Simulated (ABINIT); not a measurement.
# A GW chain in ABINIT: KBr (Fm-3m), part 2 of 3

Aim: the G0W0 gap of KBr (Fm-3m) on PBE with spin-orbit coupling, step by step.

ABINIT 10.8.3; PBE and many-body steps on it, plane waves. Known limits of the many-body steps: not at the basis limit; screening head approximate.

So far. Step 2 (Ground state): The gap is direct, at Γ.

## Step 3: Bands along the symmetry lines

Level of this step: DFT, PBE with spin-orbit coupling, plane waves, norm-conserving pseudopotentials (ABINIT).

Levels along a band path, at the cheap level, show where the edges lie and whether the meshes to come will hold them.

Contents of run.abi:

```
acell 3*1.0 Angstrom
rprim 
  0.000000000000 3.300000000000 3.300000000000
  3.300000000000 0.000000000000 3.300000000000
  3.300000000000 3.300000000000 0.000000000000
ntypat 2
znucl 19 35
natom 2
typat 1 2
xred 
  0.000000000000 0.000000000000 0.000000000000
  0.500000000000 0.500000000000 0.500000000000
pp_dirpath "pseudos"
pseudos "K.upf, Br.upf"
ecut 33
nspinor 2
iscf -2
irdden 1
kptopt 0
nkpt 26
kpt 
  0.00000000 0.00000000 0.00000000
  0.12500000 0.00000000 0.12500000
  0.25000000 0.00000000 0.25000000
  0.37500000 0.00000000 0.37500000
  0.50000000 0.00000000 0.50000000
  0.53125000 0.06250000 0.53125000
  0.56250000 0.12500000 0.56250000
  0.59375000 0.18750000 0.59375000
  0.62500000 0.25000000 0.62500000
  0.37500000 0.37500000 0.75000000
  0.28125000 0.28125000 0.56250000
  0.18750000 0.18750000 0.37500000
  0.09375000 0.09375000 0.18750000
  0.00000000 0.00000000 0.00000000
  0.12500000 0.12500000 0.12500000
  0.25000000 0.25000000 0.25000000
  0.37500000 0.37500000 0.37500000
  0.50000000 0.50000000 0.50000000
  0.50000000 0.43750000 0.56250000
  0.50000000 0.37500000 0.62500000
  0.50000000 0.31250000 0.68750000
  0.50000000 0.25000000 0.75000000
  0.50000000 0.18750000 0.68750000
  0.50000000 0.12500000 0.62500000
  0.50000000 0.06250000 0.56250000
  0.50000000 0.00000000 0.50000000
istwfk *1
nband 32
nbdbuf 6
tolwfr 1e-08
nstep 40
prtwf 0
prtvol 0
indata_prefix "in"
outdata_prefix "out"
tmpdata_prefix "tmp"
```

Command:

```sh
> OMP_NUM_THREADS=1 mpirun -n 8 abinit run.abi > log
```

Numbers of over 12 decimals in the logs are rounded to 6 here.

Log:

```text
.Version 10.8.3 of ABINIT. v10.8.2 released Aug 2026.

 Symmetries : space group Fm -3 m (#225); Bravais cF (face-center cubic)
[... echo of the input left out ...]
== DATASET  1 ==================================================================
-   mpi_nproc: 8, omp_nthreads: 1 (-1 if OMP is not activated)

--- !DatasetInfo
iteration_state: {dtset: 1, }
dimensions: {natom: 2, nkpt: 26, mband: 32, nsppol: 1, nspinor: 2, nspden: 1, mpw: 4477, }
cutoff_energies: {ecut:  33.0, pawecutdg:  -1.0, }
electrons: {nelect:   1.60000000E+01, charge:   0.00000000E+00, occopt:   1.00000000E+00, tsmear:   1.00000000E-02, }

 Real(R)+Recip(G) space primitive vectors, cartesian coordinates (Bohr,Bohr^-1):
 R(1)=  0.0000000  6.2360962  6.2360962  G(1)= -0.0801784  0.0801784  0.0801784
 R(2)=  6.2360962  0.0000000  6.2360962  G(2)=  0.0801784 -0.0801784  0.0801784
 R(3)=  6.2360962  6.2360962  0.0000000  G(3)=  0.0801784  0.0801784 -0.0801784
 Unit cell volume ucvol=  4.8502979E+02 bohr^3
 Angles (23,13,12)=  6.00000000E+01  6.00000000E+01  6.00000000E+01 degrees

 getcut: wavevector=  0.0000  0.0000  0.0000  ngfft=  48  48  48
         ecut(hartree)=     33.000   => boxcut(ratio)=   2.10471

--- Pseudopotential description ------------------------------------------------
- K Generated using ONCVPSP code by D. R. Hamann
- 19.00000   9.00000  180418                  znucl, zion, pspdat
12 -101130 2 -1 2222                          pspcod,pspxc,lmax,lloc,mmax
     nproj     2     3     2     0
     spin-orbit psp
        nprojso     3     4     0
  pspatm : epsatm=    8.42858871
         --- l  ekb(1:nproj) -->
             0    0.806288   10.869902
             1    4.378793    0.553430    0.000047
             2   -3.405517   -1.029007
  spin-orbit 1    0.035097   -0.028470    0.003405
  spin-orbit 2    0.002517    0.000596   -0.000210   -0.000061
 pspatm: atomic psp has been read  and splines computed

- Br Generated using ONCVPSP code by D. R. Hamann
- 35.00000   7.00000  180423                  znucl, zion, pspdat
12 -101130 2 -1 1110                          pspcod,pspxc,lmax,lloc,mmax
     nproj     2     3     3     0
     spin-orbit psp
        nprojso     4     4     0
  pspatm : epsatm=   11.65225461
         --- l  ekb(1:nproj) -->
             0    0.878030    8.455347
             1    5.296960    0.884184    0.010490
             2    2.601663    0.386433    0.000588
  spin-orbit 1    0.408712   -0.253934    0.061012   -0.000372
  spin-orbit 2    0.108928   -0.011508    0.005488   -0.000068
 pspatm: atomic psp has been read  and splines computed

--------------------------------------------------------------------------------

================================================================================
 prteigrs : about to open file out_EIG
 Non-SCF case, kpt    1 (  0.00000  0.00000  0.00000), residuals and eigenvalues=
[...]
5.0732E-01  5.0780E-01
 Non-SCF case, kpt    3 (  0.25000  0.00000  0.25000), residuals and eigenvalues=
[...]
4.6659E-01  4.6733E-01
[...]
Non-SCF case, kpt   25 (  0.50000  0.06250  0.56250), residuals and eigenvalues=
[...]
4.6251E-01  4.6488E-01
 Non-SCF case, kpt   26 (  0.50000  0.00000  0.50000), residuals and eigenvalues=
[...]
2.6438E-01  2.6438E-01  3.4340E-01  3.4340E-01  3.4891E-01  3.4891E-01
  3.5449E-01  3.5449E-01  3.9329E-01  3.9329E-01  3.9346E-01  3.9346E-01
  4.6785E-01  4.6847E-01

--- !ResultsGS
iteration_state: {dtset: 1, }
comment   : Summary of ground state results
lattice_vectors:
- [  0.0000000,   6.2360962,   6.2360962, ]
- [  6.2360962,   0.0000000,   6.2360962, ]
- [  6.2360962,   6.2360962,   0.0000000, ]
lattice_lengths: [   8.81917,    8.81917,    8.81917, ]
lattice_angles: [ 60.000,  60.000,  60.000, ] # degrees, (23, 13, 12)
lattice_volume:   4.8502979E+02
convergence: {deltae:  0.000E+00, res2:  0.000E+00, residm:  9.983E-09, diffor:  0.000E+00, }
etotal    :  -4.59173479E+01
entropy   :   0.00000000E+00
fermie    :   5.63787443E-03
cartesian_stress_tensor: null
pressure_GPa: null
xred      :
- [  0.0000E+00,   0.0000E+00,   0.0000E+00,  K]
- [  5.0000E-01,   5.0000E-01,   5.0000E-01, Br]
cartesian_forces: null
force_length_stats: {min: null, max: null, mean: null, }

 Integrated electronic density in atomic spheres:
 ------------------------------------------------
 Atom  Sphere_radius  Integrated_density
    1        2.00000          6.94457766
    2        2.00000          4.26090112
================================================================================

 ----iterations are completed or convergence reached----

 Mean square residual over all n,k,spin=   59.209E-10; max=  99.832E-10
 reduced coordinates (array xred) for    2 atoms
       0.000000000000      0.000000000000      0.000000000000
       0.500000000000      0.500000000000      0.500000000000

 cartesian coordinates (angstrom) at end:
    1      0.000000     0.000000     0.000000
    2      3.300000     3.300000     3.300000
 length scales=  1.889726125908  1.889726125908  1.889726125908 bohr
              =  1.000000000000  1.000000000000  1.000000000000 angstroms
 prteigrs : about to open file out_EIG
 Eigenvalues (hartree) for nkpt=  26  k points:
 kpt#   1, nband= 32, wtk=  1.00000, kpt=  0.0000  0.0000  0.0000 (reduced coord)
[...]
kpt#   2, nband= 32, wtk=  1.00000, kpt=  0.1250  0.0000  0.1250 (reduced coord)
[...]
kpt#   3, nband= 32, wtk=  1.00000, kpt=  0.2500  0.0000  0.2500 (reduced coord)
[...]
kpt#  25, nband= 32, wtk=  1.00000, kpt=  0.5000  0.0625  0.5625 (reduced coord)
[...]
kpt#  26, nband= 32, wtk=  1.00000, kpt=  0.5000  0.0000  0.5000 (reduced coord)
[...]
0.21534    0.21534    0.26438    0.26438    0.34340    0.34340    0.34891    0.34891
   0.35449    0.35449    0.39329    0.39329    0.39346    0.39346    0.46785    0.46847

== END DATASET(S) ==============================================================
================================================================================

 -outvars: echo values of variables after computation  --------
            nband          32
             nkpt          26
          spgroup         225
 [... the other variables as echoed above ...]

 Calculation completed.
```

The job ended after 45 s (8 MPI ranks of Arm Neoverse V1, shared host; peak memory 0.65 GiB).

This step gave:

```yaml
gap: 4.274 eV
k_of_the_valence_top: 0, 0, 0
k_of_the_conduction_bottom: 0, 0, 0
least_direct_gap: 4.274 eV
```

The gap is 4.274 eV, as in the run before at this level.

Electronic bands along the path, in eV, zero at the top of the highest filled band; v1 is the highest filled band, c1 the lowest empty one:

```tsv
point	v4	v3	v2	v1	c1	c2	c3	c4
Γ	0.00	0.00	0.00	0.00	4.27	4.27	7.44	7.44
X	-0.52	-0.52	-0.30	-0.30	5.71	5.71	7.04	7.04
U	-0.70	-0.70	-0.42	-0.42	6.43	6.43	7.99	7.99
jump to K	-0.70	-0.70	-0.42	-0.42	6.43	6.43	7.99	7.99
Γ	0.00	0.00	0.00	0.00	4.27	4.27	7.44	7.44
L	-0.60	-0.60	-0.35	-0.35	6.43	6.43	8.07	8.07
W	-0.62	-0.62	-0.57	-0.57	7.20	7.20	7.25	7.25
X	-0.52	-0.52	-0.30	-0.30	5.71	5.71	7.04	7.04
```

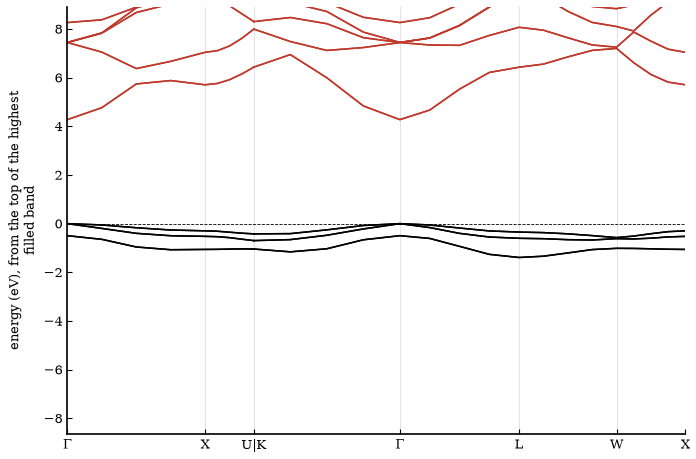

Electronic bands along the path; lines of filled and empty bands in two colours.

## Step 4: Empty states on the mesh, 4×4×4 mesh, 158 bands

The sums over transitions need many empty states on a uniform mesh; this step solves for them.

Contents of run.abi:

```
acell 3*1.0 Angstrom
rprim 
  0.000000000000 3.300000000000 3.300000000000
  3.300000000000 0.000000000000 3.300000000000
  3.300000000000 3.300000000000 0.000000000000
ntypat 2
znucl 19 35
natom 2
typat 1 2
xred 
  0.000000000000 0.000000000000 0.000000000000
  0.500000000000 0.500000000000 0.500000000000
pp_dirpath "pseudos"
pseudos "K.upf, Br.upf"
ecut 33
nspinor 2
ngkpt 4 4 4
nshiftk 1
shiftk 0 0 0
kptopt 1
chksymbreak 0
iscf -2
irdden 1
istwfk *1
nband 158
nbdbuf 14
tolwfr 1e-09
nstep 60
prtvol 0
indata_prefix "in"
outdata_prefix "out"
tmpdata_prefix "tmp"
```

Log:

```text
.Version 10.8.3 of ABINIT. v10.8.2 released Aug 2026.

 Symmetries : space group Fm -3 m (#225); Bravais cF (face-center cubic)
[... echo of the input left out ...]
== DATASET  1 ==================================================================
-   mpi_nproc: 8, omp_nthreads: 1 (-1 if OMP is not activated)

--- !DatasetInfo
iteration_state: {dtset: 1, }
dimensions: {natom: 2, nkpt: 8, mband: 158, nsppol: 1, nspinor: 2, nspden: 1, mpw: 4477, }
cutoff_energies: {ecut:  33.0, pawecutdg:  -1.0, }
electrons: {nelect:   1.60000000E+01, charge:   0.00000000E+00, occopt:   1.00000000E+00, tsmear:   1.00000000E-02, }

 Real(R)+Recip(G) space primitive vectors, cartesian coordinates (Bohr,Bohr^-1):
 R(1)=  0.0000000  6.2360962  6.2360962  G(1)= -0.0801784  0.0801784  0.0801784
 R(2)=  6.2360962  0.0000000  6.2360962  G(2)=  0.0801784 -0.0801784  0.0801784
 R(3)=  6.2360962  6.2360962  0.0000000  G(3)=  0.0801784  0.0801784 -0.0801784
 Unit cell volume ucvol=  4.8502979E+02 bohr^3
 Angles (23,13,12)=  6.00000000E+01  6.00000000E+01  6.00000000E+01 degrees

 getcut: wavevector=  0.0000  0.0000  0.0000  ngfft=  48  48  48
         ecut(hartree)=     33.000   => boxcut(ratio)=   2.10471

--- Pseudopotential description ------------------------------------------------
- K Generated using ONCVPSP code by D. R. Hamann
- 19.00000   9.00000  180418                  znucl, zion, pspdat
12 -101130 2 -1 2222                          pspcod,pspxc,lmax,lloc,mmax
     nproj     2     3     2     0
     spin-orbit psp
        nprojso     3     4     0
  pspatm : epsatm=    8.42858871
         --- l  ekb(1:nproj) -->
             0    0.806288   10.869902
             1    4.378793    0.553430    0.000047
             2   -3.405517   -1.029007
  spin-orbit 1    0.035097   -0.028470    0.003405
  spin-orbit 2    0.002517    0.000596   -0.000210   -0.000061
 pspatm: atomic psp has been read  and splines computed

- Br Generated using ONCVPSP code by D. R. Hamann
- 35.00000   7.00000  180423                  znucl, zion, pspdat
12 -101130 2 -1 1110                          pspcod,pspxc,lmax,lloc,mmax
     nproj     2     3     3     0
     spin-orbit psp
        nprojso     4     4     0
  pspatm : epsatm=   11.65225461
         --- l  ekb(1:nproj) -->
             0    0.878030    8.455347
             1    5.296960    0.884184    0.010490
             2    2.601663    0.386433    0.000588
  spin-orbit 1    0.408712   -0.253934    0.061012   -0.000372
  spin-orbit 2    0.108928   -0.011508    0.005488   -0.000068
 pspatm: atomic psp has been read  and splines computed

--------------------------------------------------------------------------------

================================================================================
 prteigrs : about to open file out_EIG
 Non-SCF case, kpt    1 (  0.00000  0.00000  0.00000), residuals and eigenvalues=
  4.87E-10  6.22E-10  1.91E-10  3.77E-10  5.51E-10  6.41E-10  2.89E-10  3.72E-10
  5.23E-10  8.29E-10  2.77E-10  4.10E-10  1.50E-10  1.90E-10  3.21E-10  5.81E-10
  4.13E-10  7.23E-10  1.29E-10  1.98E-10  5.71E-10  9.15E-10  1.14E-10  8.67E-10
[...]
1.55E-07  5.20E-07  1.24E-06  1.87E-06  5.46E-06  1.17E-03
 -1.0210E+00 -1.0210E+00 -4.5187E-01 -4.5187E-01 -4.2038E-01 -4.2038E-01
 -4.1061E-01 -4.1061E-01 -4.1061E-01 -4.1061E-01 -1.2540E-02 -1.2540E-02
[...]
2.0800E+00  2.0803E+00  2.0865E+00  2.0865E+00  2.0865E+00  2.0865E+00
  2.0865E+00  2.0878E+00
 prteigrs : prtvol=0 or 1, do not print more k-points.

--- !ResultsGS
iteration_state: {dtset: 1, }
comment   : Summary of ground state results
lattice_vectors:
- [  0.0000000,   6.2360962,   6.2360962, ]
- [  6.2360962,   0.0000000,   6.2360962, ]
- [  6.2360962,   6.2360962,   0.0000000, ]
lattice_lengths: [   8.81917,    8.81917,    8.81917, ]
lattice_angles: [ 60.000,  60.000,  60.000, ] # degrees, (23, 13, 12)
lattice_volume:   4.8502979E+02
convergence: {deltae:  0.000E+00, res2:  0.000E+00, residm:  9.984E-10, diffor:  0.000E+00, }
etotal    :  -4.59173479E+01
entropy   :   0.00000000E+00
fermie    :   5.63787443E-03
cartesian_stress_tensor: null
pressure_GPa: null
xred      :
- [  0.0000E+00,   0.0000E+00,   0.0000E+00,  K]
- [  5.0000E-01,   5.0000E-01,   5.0000E-01, Br]
cartesian_forces: null
force_length_stats: {min: null, max: null, mean: null, }

 Integrated electronic density in atomic spheres:
 ------------------------------------------------
 Atom  Sphere_radius  Integrated_density
    1        2.00000          6.94457766
    2        2.00000          4.26090112
================================================================================

 ----iterations are completed or convergence reached----

 Mean square residual over all n,k,spin=   46.326E-11; max=  99.836E-11
 reduced coordinates (array xred) for    2 atoms
       0.000000000000      0.000000000000      0.000000000000
       0.500000000000      0.500000000000      0.500000000000

 cartesian coordinates (angstrom) at end:
    1      0.000000     0.000000     0.000000
    2      3.300000     3.300000     3.300000
 length scales=  1.889726125908  1.889726125908  1.889726125908 bohr
              =  1.000000000000  1.000000000000  1.000000000000 angstroms
 prteigrs : about to open file out_EIG
 Eigenvalues (hartree) for nkpt=   8  k points:
 kpt#   1, nband=158, wtk=  0.01563, kpt=  0.0000  0.0000  0.0000 (reduced coord)
[...]
1.92947    1.92947    1.93594    1.93594    1.93594    1.93594    1.97204    1.97204
   1.97204    1.97204    2.07767    2.07767    2.07768    2.07801    2.07997    2.08025
   2.08647    2.08647    2.08648    2.08648    2.08648    2.08779
 prteigrs : prtvol=0 or 1, do not print more k-points.

== END DATASET(S) ==============================================================
================================================================================

 -outvars: echo values of variables after computation  --------
            nband         158
             nkpt           8
          spgroup         225
 [... the other variables as echoed above ...]

 Calculation completed.
```

Elapsed: 70 s, on 8 MPI ranks; peak memory 0.84 GiB; 9.3 min of CPU time.

This step gave:

```
gap                                                           : 4.274 eV
k of the valence top                                          : 0, 0, 0
k of the conduction bottom                                    : 0, 0, 0
least direct gap                                              : 4.274 eV
k points computed                                             : 8
lowest point of the top converged band, above the valence top : 48.73 eV
```

On this mesh the gap is 4.274 eV.

## Step 5: Screening, 4×4×4 mesh, 144 bands, screening to 119.7 eV

The RPA dielectric matrix is built and inverted for each q.

This step: RPA screening on PBE with spin-orbit coupling, plane waves, norm-conserving pseudopotentials.

run.abi: that of step 4 with these lines changed.

```diff
@@ -21,10 +21,11 @@
 chksymbreak 0
-iscf -2
-irdden 1
 istwfk *1
-nband 158
-nbdbuf 14
-tolwfr 1e-09
-nstep 60
-prtvol 0
+occopt 1
+irdwfk 1
+optdriver 3
+nband 144
+ecuteps 4.4
+inclvkb 0
+awtr 1
+symchi 1
 indata_prefix "in"
```

Log:

```text
.Version 10.8.3 of ABINIT. v10.8.2 released Aug 2026.

 Symmetries : space group Fm -3 m (#225); Bravais cF (face-center cubic)
[... echo of the input left out ...]
== DATASET  1 ==================================================================
-   mpi_nproc: 8, omp_nthreads: 1 (-1 if OMP is not activated)

--- !DatasetInfo
iteration_state: {dtset: 1, }
dimensions: {natom: 2, nkpt: 8, mband: 144, nsppol: 1, nspinor: 2, nspden: 1, mpw: 4477, }
cutoff_energies: {ecut:  33.0, pawecutdg:  -1.0, }
electrons: {nelect:   1.60000000E+01, charge:   0.00000000E+00, occopt:   1.00000000E+00, tsmear:   1.00000000E-02, }

 SCREENING: Calculation of the susceptibility and dielectric matrices

 Based on a program developped by R.W. Godby, V. Olevano, G. Onida, and L. Reining.
 Incorporated in ABINIT by V. Olevano, G.-M. Rignanese, and M. Torrent.
.Using double precision arithmetic ; gwpc =  8

[... cell and pseudopotentials left out ...]
--------------------------------------------------------------------------------

 ==== K-mesh for the wavefunctions ====
 Number of points in the irreducible wedge :     8
[... list of points left out ...]
 Together with 48 symmetry operations and time-reversal symmetry
 yields    64 points in the full Brillouin Zone.

 ==== Q-mesh for the screening function ====
 Number of points in the irreducible wedge :     8
[... list of points left out ...]
 Together with 48 symmetry operations and time-reversal symmetry
 yields    64 points in the full Brillouin Zone.

 setmesh: FFT mesh size selected  =    32x   32x   32
          total number of points  =        32768

 vcoul_init : cutoff-mode = AUXILIARY_FUNCTION
 q-points for optical limit:   1
     1)      0.000010    0.000020    0.000030

- screening: taking advantage of time-reversal symmetry
- Maximum band index for partially occupied states nbvw = 16
- Remaining bands to be divided among processors   nbcw = 128
- Number of bands treated by each node ~16

 Number of electrons calculated from density =   16.0000; Expected =   16.0000
 average of density, n =  0.032988
 r_s =    1.9343
 omega_plasma =   17.5199 [eV]

 calculating chi0 at frequencies [eV] :
  1    0.000000E+00    0.000000E+00
  2    0.000000E+00    1.751989E+01

--------------------------------------------------------------------------------
  q-point number  1        q = ( 0.000000, 0.000000, 0.000000) [r.l.u.]
--------------------------------------------------------------------------------
[... chi0 elements left out ...]
 For q-point:  0.000010 0.000020 0.000030
  dielectric constant =   2.4056
  dielectric constant without local fields =   2.9158

  Average fulfillment of the sum rule on Im[epsilon] for q-point    1 :     67.55  [%]
[... wings left out ...]
  q-point number  2        q = ( 0.250000, 0.000000, 0.000000) [r.l.u.]
--------------------------------------------------------------------------------
[... chi0 elements left out ...]
  Average fulfillment of the sum rule on Im[epsilon] for q-point    2 :     79.73  [%]

 [... 6 further q-points ...]
```

It took 68 s on 8 MPI ranks; peak memory 3 GiB; 9.1 min of CPU time.

This step gave:

```
ε∞ with local fields, on this mesh, along the program's q direction : 2.406
the same without local fields                                       : 2.916
plasma frequency                                                    : 17.52 eV
plane waves in the screening matrix                                 : 181
```

Local fields lower ε∞ by 17 %.

(Part 2 of 3 ends here.)

[Paths, hosts, dates, memory and timing lines, banners, echoed tables and standing remarks are left out of the program output.]

[Logs are printed without paths, hosts, clocks, repeated set-up lines and the standing remarks that a program may print on its own settings, such as how far it seeks lower states.]

[Runs of the session that timed out or met a known fault of the program may be left out.]

[Hosts, paths, dates, database ids (printed as entryN), source tags and the programs' standing remarks are cut or masked in the printed files.]

[G0W0 gaps are taken among the corrected bands and points alone; a level outside them can change the order at an edge.]

[Where Ansatz stands beside ABINIT at settings called matched, ABINIT's density can come from a denser mesh and the files from another edition; pairs whose starting gaps differed by over 0.03 eV were left out, so agreement reads better than it is.]
